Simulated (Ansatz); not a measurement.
**CH8BNO2: molecular dynamics**

Aim: let a guess near a reaction's saddle point go and see which way it falls. Runs: 150 steps of 0.5 fs at constant energy, with velocities drawn for 600 K; 133 steps of 0.5 fs at constant energy, with velocities drawn for 1000 K. Reaction type: exchange4.

All numbers below are computed with Ansatz 0.2.0 (UKS PBE-D4/6-31G).

**1. The system as given**

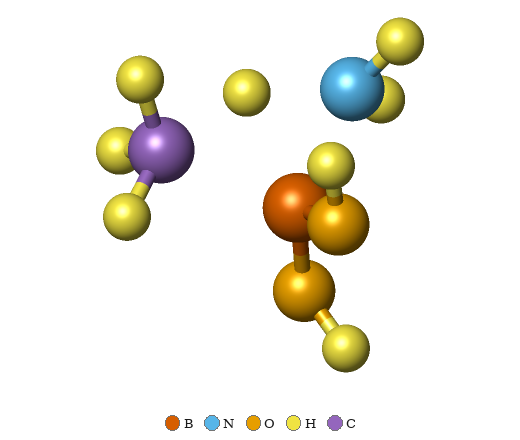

The starting structure, seen from a chosen angle (boron orange, nitrogen blue, oxygen amber, hydrogen yellow, carbon purple).

As a file:

```xyz
13

B    -0.2090   -0.5849   -0.0330
N     1.5135   -0.0684   -0.2170
O    -0.6281   -1.1655   -1.2166
O    -0.4125   -1.2902    1.1433
H     0.5816    0.8899   -0.1615
C    -0.7740    1.1840    0.0296
H     1.9272   -0.2940   -1.1062
H     2.1571   -0.2365    0.5395
H    -0.9099   -2.0691   -1.0869
H    -0.1246   -0.8481    1.9373
H    -0.4876    1.8557    0.8428
H    -1.8084    0.9102    0.2486
H    -0.8253    1.7168   -0.9200
```

**2. Run 1**

150 steps of 0.5 fs at constant energy, with velocities drawn for 600 K.

File input.yaml:

```yaml
crystal:
  periodic: [false, false, false]
  atoms:
    - { symbol: B, position_ang: [-0.209, -0.5849, -0.033] }
    - { symbol: "N", position_ang: [1.5135, -0.0684, -0.217] }
    - { symbol: O, position_ang: [-0.6281, -1.1655, -1.2166] }
    - { symbol: O, position_ang: [-0.4125, -1.2902, 1.1433] }
    - { symbol: H, position_ang: [0.5816, 0.8899, -0.1615] }
    - { symbol: C, position_ang: [-0.774, 1.184, 0.0296] }
    - { symbol: H, position_ang: [1.9272, -0.294, -1.1062] }
    - { symbol: H, position_ang: [2.1571, -0.2365, 0.5395] }
    - { symbol: H, position_ang: [-0.9099, -2.0691, -1.0869] }
    - { symbol: H, position_ang: [-0.1246, -0.8481, 1.9373] }
    - { symbol: H, position_ang: [-0.4876, 1.8557, 0.8428] }
    - { symbol: H, position_ang: [-1.8084, 0.9102, 0.2486] }
    - { symbol: H, position_ang: [-0.8253, 1.7168, -0.92] }
magnetization:
  spin_polarized: true
basis:
  gaussian: { orbitals: "6-31G" }
hamiltonian:
  xc: pbe
  dispersion: d4
md:
  timestep: 0.5
  n_steps: 150
  ensemble: nve
  temperature: 600.0
  initial_velocities: maxwell_boltzmann
  seed: 553929
```

Run with:

```bash
ansatz run input.yaml --threads 1 --pin off --max-ram 2048MiB --backend cpu --events-out ev --progress --plain --runs-dir out
```

The program printed, shortened:

```text
Warning: RAYON_NUM_THREADS=1 ignored (pool sized by the plan → 1); use --threads N
[...]
Functional definition: PBE
[...]
868 factors; integrals over basis functions are off by at most 1.7e-4 eV
[...]
mean field -7417.53508942 eV, -272.5893867505 hartree, gradient 5.5e-5 eV, S^2 0.000000; 0 other end points of the search recorded, 0 dependent functions left out
[...]
reference -7417.53511406 eV, -272.5893876559 hartree; 21, 21 occupied and 40, 40 virtual orbitals, 868 factors
md step     0: t =     0.00 fs  T =   600.0 K  F+E_penalty+E_count = -7417.75189295 eV  E_kin = 0.853116 eV  conserved = -7416.89877696 eV  (26 SCF iters)
[...]
md step    17: t =     8.50 fs  T =   750.8 K  F+E_penalty+E_count = -7417.96355900 eV  E_kin = 1.067598 eV  conserved = -7416.89596146 eV  (29 SCF iters, 3 dispersion substeps)
[...]
md step    34: t =    17.00 fs  T =  1497.3 K  F+E_penalty+E_count = -7419.03404936 eV  E_kin = 2.128972 eV  conserved = -7416.90507776 eV  (29 SCF iters, 3 dispersion substeps)
[...]
md step    51: t =    25.50 fs  T =   897.7 K  F+E_penalty+E_count = -7418.17348525 eV  E_kin = 1.276375 eV  conserved = -7416.89711003 eV  (30 SCF iters, 3 dispersion substeps)
[...]
md step    68: t =    34.00 fs  T =   935.2 K  F+E_penalty+E_count = -7418.22985909 eV  E_kin = 1.329787 eV  conserved = -7416.90007166 eV  (29 SCF iters, 3 dispersion substeps)
md step    69: t =    34.50 fs  T =   904.8 K  F+E_penalty+E_count = -7418.18538275 eV  E_kin = 1.286450 eV  conserved = -7416.89893322 eV  (29 SCF iters, 3 dispersion substeps)
```

**3. More of the same log: dynamics from the start**

Output, continued, shortened:

```text
md step    70: t =    35.00 fs  T =   881.7 K  F+E_penalty+E_count = -7418.15137332 eV  E_kin = 1.253610 eV  conserved = -7416.89776340 eV  (29 SCF iters, 3 dispersion substeps)
[...]
md step    90: t =    45.00 fs  T =  1085.2 K  F+E_penalty+E_count = -7418.44142327 eV  E_kin = 1.542959 eV  conserved = -7416.89846392 eV  (29 SCF iters, 3 dispersion substeps)
[...]
md step   110: t =    55.00 fs  T =  1020.7 K  F+E_penalty+E_count = -7418.34978767 eV  E_kin = 1.451241 eV  conserved = -7416.89854621 eV  (29 SCF iters, 3 dispersion substeps)
[...]
md step   130: t =    65.00 fs  T =  1066.8 K  F+E_penalty+E_count = -7418.41517027 eV  E_kin = 1.516900 eV  conserved = -7416.89827022 eV  (29 SCF iters, 3 dispersion substeps)
[...]
Atom 3 at    -0.535917    -1.257315     1.243592 Å, force    -0.075489     0.278909    -0.340665 eV/Å
Atom 4 at     2.268791    -0.050149     0.423767 Å, force     0.026330    -0.516799    -1.316827 eV/Å
Atom 5 at    -1.268079     1.057253     0.046441 Å, force     0.275185     1.724951     1.422399 eV/Å
Atom 6 at     1.694937     0.400648    -1.182179 Å, force     1.203833    -2.295081     0.658387 eV/Å
Atom 7 at     2.641321    -1.361213    -0.812219 Å, force    -1.815194     4.062692     0.225812 eV/Å
Atom 8 at     0.003831    -1.704293    -1.372131 Å, force     0.502747    -0.908832     0.596661 eV/Å
Atom 9 at    -0.288732    -0.743112     2.014099 Å, force     0.015422     0.343662     1.595349 eV/Å
Atom 10 at    -1.326269     1.705989     0.989809 Å, force    -0.055559    -0.734453    -1.119139 eV/Å
Atom 11 at    -2.236854     0.923033    -0.383929 Å, force    -1.747207    -0.077274     0.012275 eV/Å
Atom 12 at    -0.825562     1.625090    -0.786036 Å, force     0.752621     0.049277     0.253006 eV/Å
Dipole moment:     0.184748     0.103606     0.158589 e Å
```

Run time: 22 min. Hardware: 1 thread of Intel Xeon at 2.50GHz (Skylake/Cascade Lake), shared host; peak memory 0.15 GiB.

**4. Frames and traces**

One step in 6; energies are changes from step 0:

| time (fs) | T (K) | potential energy change (meV/atom) | total energy change (meV/atom) | B1–C6 (Å) | H5–N2 (Å) | B1–N2 (Å) |
| --- | --- | --- | --- | --- | --- | --- |
| 0.0 | 600 | 0.0 | 0.00 | 1.86 | 1.34 | 1.81 |
| 3.0 | 606 | -0.6 | 0.04 | 1.85 | 1.29 | 1.79 |
| 6.0 | 786 | -20.6 | -0.24 | 1.82 | 1.05 | 1.76 |
| 9.0 | 859 | -28.5 | -0.18 | 1.79 | 0.96 | 1.75 |
| 12.0 | 966 | -40.0 | 0.00 | 1.75 | 1.20 | 1.76 |
| 15.0 | 1084 | -52.8 | 0.10 | 1.69 | 1.22 | 1.78 |
| 18.0 | 1506 | -99.6 | -0.55 | 1.62 | 0.97 | 1.82 |
| 21.0 | 1568 | -106.6 | -0.69 | 1.55 | 1.02 | 1.87 |
| 24.0 | 935 | -36.5 | 0.12 | 1.50 | 1.20 | 1.92 |
| 27.0 | 1105 | -55.5 | -0.30 | 1.49 | 1.06 | 1.97 |
| 30.0 | 1168 | -62.4 | -0.30 | 1.52 | 0.93 | 2.01 |
| 33.0 | 986 | -42.3 | -0.06 | 1.56 | 1.15 | 2.04 |
| 36.0 | 897 | -32.4 | 0.09 | 1.60 | 1.11 | 2.09 |
| 39.0 | 988 | -42.3 | 0.21 | 1.61 | 0.91 | 2.16 |
| 42.0 | 1202 | -65.9 | -0.02 | 1.62 | 1.09 | 2.22 |
| 45.0 | 1085 | -53.0 | 0.02 | 1.61 | 1.13 | 2.28 |
| 48.0 | 1074 | -51.9 | -0.06 | 1.60 | 0.96 | 2.35 |
| 51.0 | 1168 | -62.1 | -0.05 | 1.60 | 1.03 | 2.39 |
| 54.0 | 1165 | -62.1 | -0.24 | 1.63 | 1.17 | 2.44 |
| 57.0 | 880 | -30.6 | 0.08 | 1.66 | 1.07 | 2.49 |
| 60.0 | 1010 | -45.2 | -0.33 | 1.68 | 0.96 | 2.57 |
| 63.0 | 1117 | -57.0 | -0.45 | 1.67 | 1.09 | 2.64 |
| 66.0 | 1042 | -48.3 | 0.05 | 1.65 | 1.06 | 2.73 |
| 69.0 | 1217 | -67.9 | -0.37 | 1.60 | 0.95 | 2.84 |
| 72.0 | 1153 | -60.8 | -0.40 | 1.56 | 1.04 | 2.96 |
| 75.0 | 910 | -33.7 | 0.25 | 1.53 | 1.05 | 3.07 |

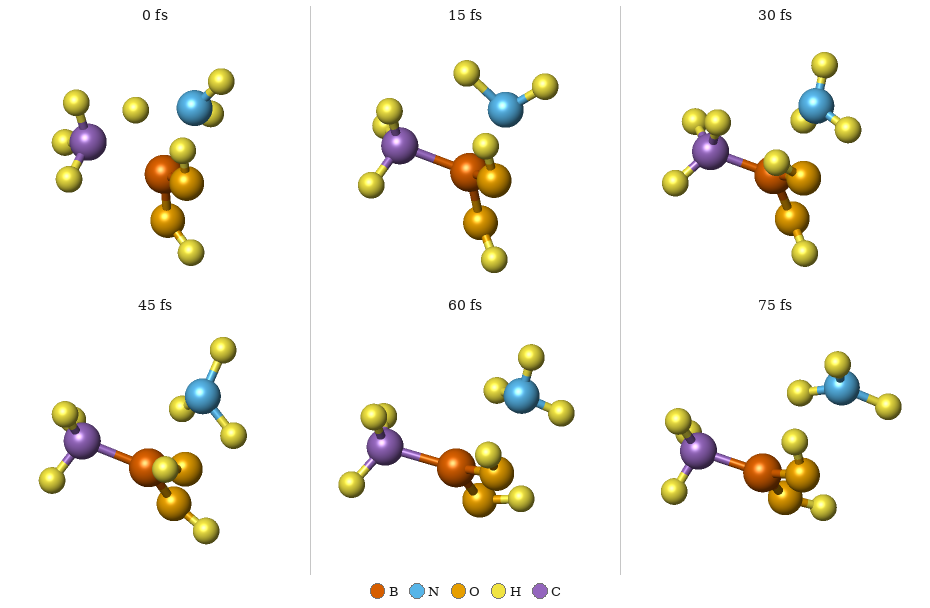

Six frames of the run, seen from a chosen angle. Sticks join atoms within a bonding distance in each frame.

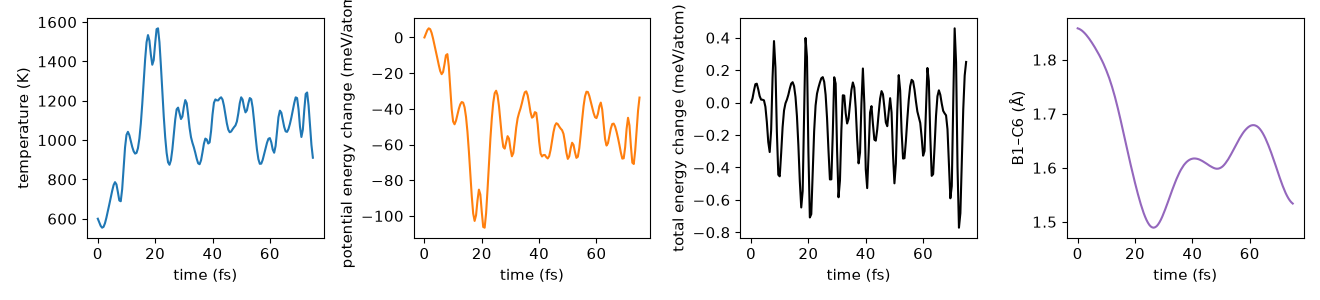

Traces against time; each panel has its own scale.

Bonds that form or break, judged by distance (formed within 1.15 times the sum of covalent radii and held on average over 12 fs, broken when stretched by half; pairs already stretched at the start don't count as bonds):

| time (fs) | bond | event |
| --- | --- | --- |
| 5.5 | N2–H5 | forms |
| 10.0 | B1–C6 | forms |

**5. Frames from the trajectory**

Positions (Å) and forces (eV/Å):

```xyz
13
time_fs=9.5 T=963 dE=-0.5218
B    -0.189   -0.523   -0.053   -1.816    0.261   -0.370
N     1.500   -0.119   -0.237    0.057    0.868    0.457
O    -0.617   -1.222   -1.284    1.043    1.992    0.751
O    -0.425   -1.234    1.192    0.162   -0.945   -1.394
H     1.110    0.761    0.017   -0.649    2.163    0.632
C    -0.810    1.145    0.097    1.434   -0.575   -1.039
H     1.868    0.140   -1.134    0.584   -0.964   -1.467
H     2.221   -0.202    0.464    0.887   -1.397    0.400
H    -1.064   -2.064   -1.190   -0.443   -0.954    0.473
H    -0.099   -0.734    1.940    0.132    0.633    1.250
H    -0.588    1.827    0.976   -0.059   -0.783   -0.448
H    -1.851    0.952    0.040   -1.719   -0.227    0.475
H    -0.677    1.745   -0.841    0.388   -0.073    0.280
13
time_fs=19.0 T=1383 dE=-1.1083
B    -0.269   -0.432   -0.086   -0.007   -0.802    1.349
N     1.524   -0.054   -0.236    0.109   -8.237   -2.533
O    -0.585   -1.236   -1.313    0.933    1.378    1.248
O    -0.412   -1.196    1.231    0.246   -0.963   -2.649
H     1.760    0.749    0.124    1.448    6.523    2.720
C    -0.863    1.037    0.081    1.498    1.101    1.417
H     1.782   -0.119   -1.231   -0.519    0.409   -0.298
H     2.208   -0.790    0.181   -1.735    0.910   -0.216
H    -1.129   -1.990   -1.042   -0.361   -0.722    0.142
H    -0.300   -0.656    2.014   -0.050    0.861    0.831
H    -0.627    1.472    1.146   -0.028   -0.626   -1.351
H    -1.942    1.050    0.077   -0.814    0.124   -0.589
H    -0.382    1.756   -0.622   -0.719    0.043   -0.072
13
time_fs=28.0 T=1165 dE=-0.8097
B    -0.356   -0.404   -0.045    0.534   -1.711   -0.783
N     1.587   -0.040   -0.252   -2.902   -5.267   -2.537
O    -0.532   -1.216   -1.272    0.881    1.149    0.983
O    -0.382   -1.171    1.202    0.190   -0.866   -1.513
H     2.292    0.530    0.095    1.645    1.409    1.226
C    -0.906    0.981    0.078   -0.734    2.919    0.482
H     1.491   -0.038   -1.306    0.492    0.232    1.159
H     1.591   -1.119    0.023    0.909    2.680   -0.352
H    -1.071   -1.946   -0.947   -0.490   -1.268   -0.090
H    -0.630   -0.569    1.910   -0.267    0.300    1.058
H    -0.602    1.099    1.160   -0.785    1.342   -0.489
H    -1.985    1.173   -0.140    0.166   -0.566    0.691
H    -0.446    1.800   -0.514    0.360   -0.354    0.167
13
time_fs=37.5 T=1007 dE=-0.5843
B    -0.437   -0.446   -0.025   -0.624    2.507    1.000
N     1.643   -0.106   -0.321   -1.135   -2.425    0.490
O    -0.468   -1.189   -1.179   -0.134    0.472   -1.802
O    -0.358   -1.162    1.153    0.074   -2.022    0.577
H     2.550    0.094    0.015    1.274    1.125    0.584
C    -0.979    1.062    0.101   -1.201   -0.264   -0.371
H     1.380    0.315   -1.233    0.472   -1.387    0.536
H     1.409   -1.121    0.053    0.757    2.362   -2.087
H    -0.811   -2.085   -1.128   -0.066   -0.885    0.189
H    -0.902   -0.769    1.830   -0.364    0.490    1.344
H    -0.961    1.510    1.106    0.407   -0.348    0.468
H    -2.114    1.043   -0.112    1.301    0.447   -0.507
H    -0.361    1.769   -0.489   -0.764   -0.071   -0.420
13
time_fs=47.0 T=1055 dE=-0.6488
B    -0.548   -0.359    0.059    1.339   -1.497   -0.100
N     1.734   -0.177   -0.355   -1.775   -2.686   -3.711
O    -0.426   -1.172   -1.157   -0.852    2.226   -0.559
O    -0.368   -1.219    1.172   -0.080   -0.364   -0.668
H     2.642    0.112   -0.004    0.667   -0.165    0.179
C    -1.078    1.151    0.123   -1.587   -1.464   -3.804
H     1.573    0.155   -1.381    0.484    0.236    1.901
H     1.601   -1.290   -0.640    0.980    3.074    1.747
H    -0.332   -2.135   -1.165   -0.213   -0.405    0.771
H    -0.866   -1.037    1.966   -0.464    0.496    1.230
H    -1.112    1.686    1.034    0.071    0.543    1.321
H    -2.116    1.149   -0.404    0.682   -0.160    1.272
H    -0.604    1.737   -0.686    0.747    0.166    0.422
13
time_fs=56.0 T=903 dE=-0.4289
B    -0.585   -0.341    0.138   -0.020   -0.947   -2.029
N     1.813   -0.258   -0.454    4.152   -0.422    0.384
O    -0.422   -1.101   -1.163   -1.115    1.442    2.057
O    -0.413   -1.286    1.220    0.012    0.638   -1.829
H     2.730    0.084    0.095   -1.879   -0.391   -0.636
C    -1.198    1.188    0.038    0.869   -1.735    0.097
H     1.859    0.409   -1.318   -0.299   -1.950    0.947
H     2.189   -1.342   -0.662   -1.548    3.282   -0.205
H    -0.041   -1.907   -0.754    0.153   -0.899   -0.453
H    -0.645   -1.097    2.126   -0.306    0.588    1.129
H    -1.127    1.667    0.997   -0.107    0.534    1.052
H    -2.267    1.209   -0.278    0.546   -0.043   -0.204
H    -0.518    1.765   -0.618   -0.458   -0.098   -0.310
13
time_fs=65.5 T=1044 dE=-0.6306
B    -0.628   -0.381    0.107   -1.324    1.003    1.785
N     2.012   -0.299   -0.517    0.976   -1.012   -1.669
O    -0.455   -0.997   -1.077   -0.108   -1.099   -1.476
O    -0.476   -1.312    1.248   -0.040    1.083   -2.086
H     2.420    0.117    0.390   -0.351   -1.142   -2.320
C    -1.258    1.145    0.006    1.635   -0.567    1.713
H     1.805    0.333   -1.364    0.487   -0.785    2.129
H     2.315   -1.305   -0.959   -0.435    3.185    2.175
H     0.115   -1.764   -0.841   -0.003   -0.538   -0.546
H    -0.388   -0.913    2.115   -0.069    0.537    1.097
H    -1.229    1.663    1.001    0.095   -0.122   -0.358
H    -2.294    1.199   -0.293   -0.711   -0.355   -0.470
H    -0.646    1.753   -0.692   -0.151   -0.189    0.026
13
time_fs=75.0 T=910 dE=-0.4379
B    -0.749   -0.381    0.164    1.277   -1.933   -0.914
N     2.231   -0.313   -0.590    1.063   -1.198    0.486
O    -0.486   -0.956   -1.048   -1.423    1.204   -1.559
O    -0.536   -1.257    1.244   -0.075    0.279   -0.341
H     2.269   -0.050    0.424    0.026   -0.517   -1.317
C    -1.268    1.057    0.046    0.275    1.725    1.422
H     1.695    0.401   -1.182    1.204   -2.295    0.658
H     2.641   -1.361   -0.812   -1.815    4.063    0.226
H     0.004   -1.704   -1.372    0.503   -0.909    0.597
H    -0.289   -0.743    2.014    0.015    0.344    1.595
H    -1.326    1.706    0.990   -0.056   -0.735   -1.119
H    -2.237    0.923   -0.384   -1.747   -0.077    0.012
H    -0.826    1.625   -0.786    0.753    0.049    0.253
```

Reading of run 1. At the last frame the bonds meant to form are there and those meant to break are gone: it fell to the products. The temperature starts at 600 K and averages 1086 K in the second half, where it ranges from 879 to 1242 K; the start was no minimum (force components up to 2.5 eV/Å), and the potential energy that it sheds (53 meV/atom) turns into motion, which in so few atoms is no thermal temperature. The total energy strays from its start by at most 0.77 meV/atom, 0.7 % of the mean kinetic energy, so a step of 0.5 fs is short enough over this time. Bonds change: the first event comes at 5.5 fs (N2–H5 forms). By that distance rule the pieces at the end are CH5BO2 + H3N; a long dative bond can count as broken.

**6. Run 2**

133 steps of 0.5 fs at constant energy, with velocities drawn for 1000 K.

input.yaml: that of step 2 with these lines changed.

```diff
@@ -25,6 +25,6 @@
   timestep: 0.5
-  n_steps: 150
+  n_steps: 133
   ensemble: nve
-  temperature: 600.0
+  temperature: 1000.0
   initial_velocities: maxwell_boltzmann
-  seed: 553929
+  seed: 435133
```

Run with:

```bash
ansatz run input.yaml --threads 1 --pin off --max-ram 2048MiB --backend cpu --events-out ev --progress --plain --runs-dir out
```

The program printed, shortened:

```text
Warning: RAYON_NUM_THREADS=1 ignored (pool sized by the plan → 1); use --threads N
[...]
[... 1 set-up line as earlier in the session ...]
[...]
868 factors; integrals over basis functions are off by at most 1.7e-4 eV
[...]
mean field -7417.53508942 eV, -272.5893867505 hartree, gradient 5.5e-5 eV, S^2 0.000000; 0 other end points of the search recorded, 0 dependent functions left out
[...]
reference -7417.53511406 eV, -272.5893876559 hartree; 21, 21 occupied and 40, 40 virtual orbitals, 868 factors
md step     0: t =     0.00 fs  T =  1000.0 K  F+E_penalty+E_count = -7417.75189295 eV  E_kin = 1.421860 eV  conserved = -7416.33003297 eV  (26 SCF iters)
[...]
md step    16: t =     8.00 fs  T =  1494.1 K  F+E_penalty+E_count = -7418.45873500 eV  E_kin = 2.124451 eV  conserved = -7416.33428420 eV  (27 SCF iters, 3 dispersion substeps)
[...]
md step    32: t =    16.00 fs  T =  1626.3 K  F+E_penalty+E_count = -7418.63947122 eV  E_kin = 2.312347 eV  conserved = -7416.32712428 eV  (29 SCF iters, 5 dispersion substeps)
[...]
md step    48: t =    24.00 fs  T =  1125.3 K  F+E_penalty+E_count = -7417.92398440 eV  E_kin = 1.600046 eV  conserved = -7416.32393852 eV  (29 SCF iters, 5 dispersion substeps)
[...]
md step    64: t =    32.00 fs  T =  1193.4 K  F+E_penalty+E_count = -7418.01416251 eV  E_kin = 1.696871 eV  conserved = -7416.31729120 eV  (29 SCF iters, 5 dispersion substeps)
md step    65: t =    32.50 fs  T =  1187.0 K  F+E_penalty+E_count = -7418.00699187 eV  E_kin = 1.687728 eV  conserved = -7416.31926360 eV  (30 SCF iters, 3 dispersion substeps)
```

**7. The log goes on: dynamics from the start**

The log, continued, shortened:

```text
md step    66: t =    33.00 fs  T =  1247.6 K  F+E_penalty+E_count = -7418.09803793 eV  E_kin = 1.773929 eV  conserved = -7416.32410849 eV  (30 SCF iters, 3 dispersion substeps)
[...]
md step    83: t =    41.50 fs  T =   991.7 K  F+E_penalty+E_count = -7417.72529531 eV  E_kin = 1.410021 eV  conserved = -7416.31527462 eV  (29 SCF iters, 3 dispersion substeps)
[...]
md step   100: t =    50.00 fs  T =  1534.9 K  F+E_penalty+E_count = -7418.51249753 eV  E_kin = 2.182378 eV  conserved = -7416.33011970 eV  (28 SCF iters, 3 dispersion substeps)
[...]
md step   117: t =    58.50 fs  T =  1859.4 K  F+E_penalty+E_count = -7418.97961738 eV  E_kin = 2.643805 eV  conserved = -7416.33581195 eV  (27 SCF iters, 3 dispersion substeps)
[...]
Atom 3 at    -0.396410    -1.155097     1.052033 Å, force    -0.114500     1.019840    -0.431673 eV/Å
Atom 4 at     2.707768     0.611090    -0.290492 Å, force     1.011723     4.391684     0.346642 eV/Å
Atom 5 at    -1.487733     1.101305     0.118199 Å, force     1.132361    -1.208341    -0.681653 eV/Å
Atom 6 at     1.999658    -0.733693    -0.950107 Å, force    -0.857037    -0.399080    -1.809549 eV/Å
Atom 7 at     2.343189    -0.950078     0.697314 Å, force     0.871349     3.108522    -2.916237 eV/Å
Atom 8 at     0.018832    -1.802803    -1.205368 Å, force     0.796827    -1.272632     0.461596 eV/Å
Atom 9 at    -0.261861    -0.512617     1.756897 Å, force     0.178326     0.204699     1.660048 eV/Å
Atom 10 at    -0.921372     1.469512     0.984982 Å, force    -0.195409     0.690076     0.151647 eV/Å
Atom 11 at    -2.576784     1.227323     0.271812 Å, force     0.370940    -0.169870    -0.231499 eV/Å
Atom 12 at    -1.091000     1.559783    -0.803710 Å, force    -0.532500     0.816903     0.094083 eV/Å
Dipole moment:     0.063394     0.297669     0.236404 e Å
```

Run time: 17 min. Hardware: 1 thread of Intel Xeon at 2.50GHz (Skylake/Cascade Lake), shared host; peak memory 0.15 GiB.

(Part 1 of 2 ends here.)
